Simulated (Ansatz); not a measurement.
## Two runs on Si2H5O3F

System: Si2H5O3F, SMILES O[SiH](O)O[SiH2]F.
Method of the first run: RKS wB97M-V/def2-SVP (Ansatz 0.2.0).

The geometry comes from this level: PBE0-D4/def2-TZVP. Text and figures count atoms from 1; the logs count them from 0 in places.

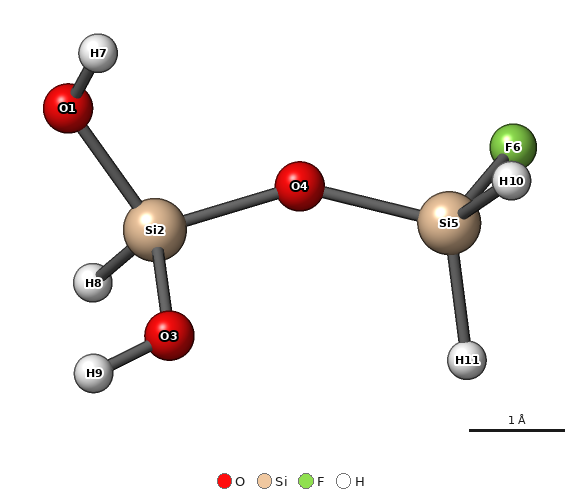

Figure 1. The input geometry (ball-and-stick view, seen at a tilt; atoms are numbered from 1 in the order of the input). Bond lengths as drawn: F–Si 1.59 Å, H–O 0.96 Å, H–Si 1.47 to 1.48 Å and O–Si 1.62 to 1.64 Å.

The input, the first run:
```yaml
crystal:
  periodic: [false, false, false]
  atoms:
    - {symbol: O, position_ang: [-1.717766, -1.065928, 1.356022]}
    - {symbol: Si, position_ang: [-0.231460, -0.901812, 0.710570]}
    - {symbol: O, position_ang: [0.820164, -0.121857, 1.694354]}
    - {symbol: O, position_ang: [-0.280341, 0.013893, -0.630461]}
    - {symbol: Si, position_ang: [0.484991, 1.045441, -1.617896]}
    - {symbol: F, position_ang: [-0.056854, 0.796343, -3.093752]}
    - {symbol: H, position_ang: [-2.238324, -0.277853, 1.519967]}
    - {symbol: H, position_ang: [0.207054, -2.273920, 0.406047]}
    - {symbol: H, position_ang: [0.988507, -0.497351, 2.559528]}
    - {symbol: H, position_ang: [0.148678, 2.438318, -1.255856]}
    - {symbol: H, position_ang: [1.940852, 0.787825, -1.627824]}
basis:
  gaussian: {orbitals: def2-SVP}
hamiltonian: {xc: {name: wB97M-V}}
output: {orbitals: {seedname: orbitals}}
```

Hardware: 4 CPU threads, shared host.

Output (the first run):
```
Functional definition: wB97M-V
  parameter omega = 0.3/bohr
  parameter cx = 0.15
  parameter cx01 = 1.007
  parameter cx10 = 0.259
  parameter css00 = 0.443
  parameter css04 = -1.437
  parameter css10 = -4.535
  parameter css20 = -3.390
  parameter css43 = 4.278
  parameter cos00 = 1.000
  parameter cos10 = 1.358
  parameter cos20 = 2.924
  parameter cos21 = -8.812
  parameter cos60 = -1.390
  parameter cos61 = 9.142
  parameter b = 6.0
  parameter c = 0.01
  gx(w, u) = 1 - cx + cx01*u + cx10*w
  gss(w, u) = css00 + css04*u^4 + css10*w + css20*w^2 + css43*w^4*u^3
  gos(w, u) = cos00 + cos10*w + (cos20 + cos21*u)*w^2 + (cos60 + cos61*u)*w^6
  exchange = spin_sum(e_x_unif_sr(omega)*gx(b97_w, b97_u_x)) + cx*exact_x_sr(omega) + exact_x_lr(omega)
  correlation = spin_sum(e_c_pw_mod_same_spin*gss(b97_w, b97_u_same))
      + integral(e_c_pw_mod_opposite_spin*gos(b97_w_opposite, b97_u_opposite)) + vv10(b, c)
1101 factors; integrals over basis functions are off by at most 1.1e-3 eV
331 factors; integrals over basis functions are off by at most 7.0e-6 eV
mean field evaluation 1: about -24676.9815 eV, gradient 7.1e1 eV
mean field evaluation 2: about -24676.8936 eV, gradient 7.3e1 eV
mean field evaluation 4: about -24685.4802 eV, gradient 1.7e0 eV
mean field evaluation 8: about -24685.5417 eV, gradient 5.6e-2 eV
mean field evaluation 16: about -24685.5417 eV, gradient 6.8e-5 eV
mean field -24685.54171730 eV, -907.1769256498 hartree, gradient 1.8e-5 eV, S^2 0.000000; 0 other end points of the search recorded, 0 dependent functions left out
reference -24685.54176288 eV, -907.1769273245 hartree; 33, 33 occupied and 84, 84 virtual orbitals, 1101 factors
Total energy: -24685.54176288 eV, -907.1769273245 hartree
```

The input of the second run differs as follows (lines with − go, lines with + come):
```diff
-  gaussian: {orbitals: def2-SVP}
+  gaussian: {orbitals: "def2-QZVPP.json"}
```

Predict how the results change.

The total energy of the second run is 432.8 kcal/mol lower, which measures the change of basis and not a stability. The HOMO goes from −11.14 to −11.36 eV. The LUMO goes from 2.84 to 1.30 eV. The basis functions go from 117 to 518.

Output (the second run):
```
Functional definition: wB97M-V
  parameter omega = 0.3/bohr
  parameter cx = 0.15
  parameter cx01 = 1.007
  parameter cx10 = 0.259
  parameter css00 = 0.443
  parameter css04 = -1.437
  parameter css10 = -4.535
  parameter css20 = -3.390
  parameter css43 = 4.278
  parameter cos00 = 1.000
  parameter cos10 = 1.358
  parameter cos20 = 2.924
  parameter cos21 = -8.812
  parameter cos60 = -1.390
  parameter cos61 = 9.142
  parameter b = 6.0
  parameter c = 0.01
  gx(w, u) = 1 - cx + cx01*u + cx10*w
  gss(w, u) = css00 + css04*u^4 + css10*w + css20*w^2 + css43*w^4*u^3
  gos(w, u) = cos00 + cos10*w + (cos20 + cos21*u)*w^2 + (cos60 + cos61*u)*w^6
  exchange = spin_sum(e_x_unif_sr(omega)*gx(b97_w, b97_u_x)) + cx*exact_x_sr(omega) + exact_x_lr(omega)
  correlation = spin_sum(e_c_pw_mod_same_spin*gss(b97_w, b97_u_same))
      + integral(e_c_pw_mod_opposite_spin*gos(b97_w_opposite, b97_u_opposite)) + vv10(b, c)
1757 factors; their error is unknown
406 factors; integrals over basis functions are off by at most 9.2e-6 eV
mean field evaluation 1: about -24693.9569 eV, gradient 8.3e1 eV
mean field evaluation 2: about -24692.2081 eV, gradient 9.2e1 eV
mean field evaluation 4: about -24704.2938 eV, gradient 1.8e0 eV
mean field evaluation 8: about -24704.3087 eV, gradient 3.8e-2 eV
mean field evaluation 16: about -24704.3087 eV, gradient 4.2e-5 eV
mean field -24704.30869662 eV, -907.8665994190 hartree, gradient 4.2e-5 eV, S^2 0.000000; 0 other end points of the search recorded, 0 dependent functions left out
reference -24704.30876333 eV, -907.8666018705 hartree; 33, 33 occupied and 485, 485 virtual orbitals, 1757 factors
Total energy: -24704.30876333 eV, -907.8666018705 hartree
```

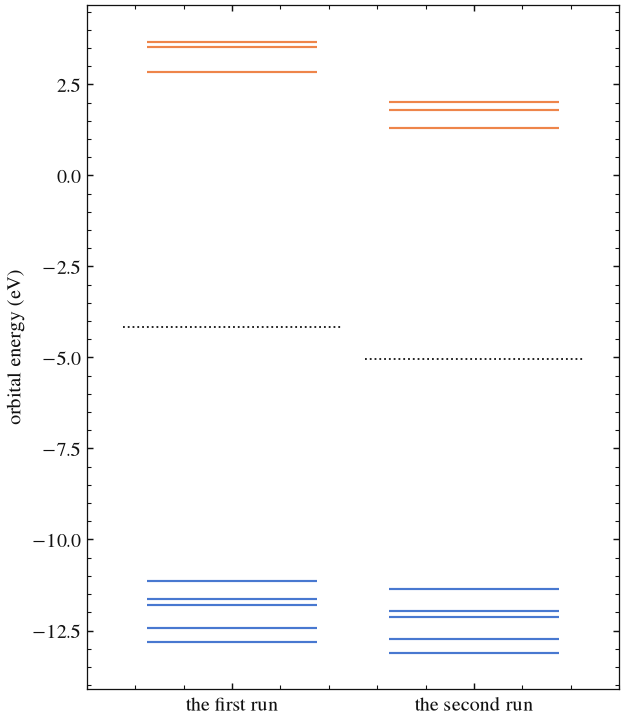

Figure 2. The five highest filled and three lowest empty orbital energies of the two runs; the dotted lines part filled from empty levels. The HOMO–LUMO gap is 13.98 eV in the first run and 12.66 eV in the second run.

The two runs side by side:

| quantity | the first run | the second run |
| --- | --- | --- |
| outcome | converged | converged |
| total energy (hartree) | −907.176927 | −907.866602 |
| HOMO (eV) | −11.14 | −11.36 |
| LUMO (eV) | 2.84 | 1.30 |
| basis functions | 117 | 518 |
| wall time (shared host) | 2.4 s | 9.5 s |
